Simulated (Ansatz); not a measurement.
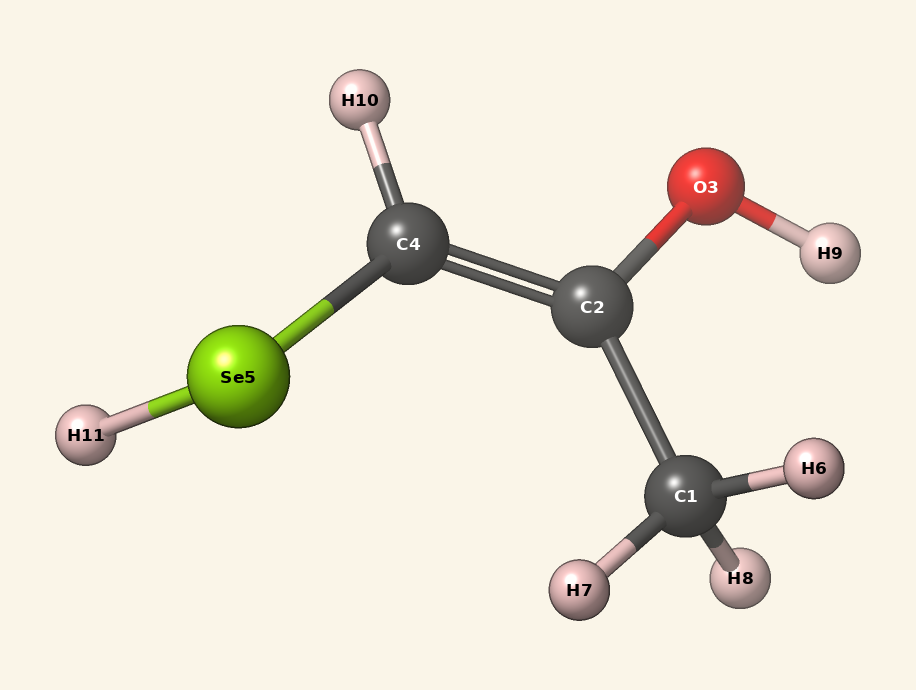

Atoms fade into the background with distance from the viewer. Computed geometry: PBE-D4/def2-SVP optimisation. No frequency run is at hand to confirm it as a minimum.

Which atoms or bonds are stereogenic?

Answer. Double bonds: C2=C4.

Assign CIP descriptors.

Answer. C2=C4: E.

Write the isomeric SMILES.

Answer. C/C(O)=C\[SeH]
